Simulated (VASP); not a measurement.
Band structure of MgTe (space group F-43m). Level of theory: LDA (Ceperley-Alder, Perdew-Zunger), VASP's LDA PAW potentials (set 64) (plane waves; VASP 6.6.1).

Unless said otherwise, spin-orbit coupling is left out, though it shifts the bands of the heavy elements here.

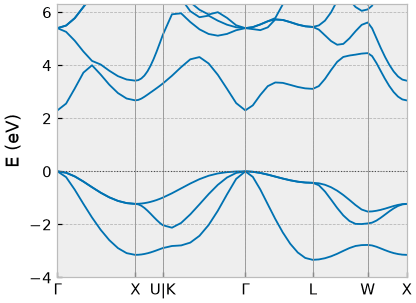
Figure. Bands along high-symmetry lines, zero at the valence-band maximum or, without a gap, the Fermi level

### Question
Read the plot: is there a gap, and where are the band edges?

### Answer
The gap is direct, 2.30 eV, from the valence maximum at Γ to the conduction minimum at Γ.

The structure is a typed MgTe crystal (F-43m). The cell was not relaxed at this level.
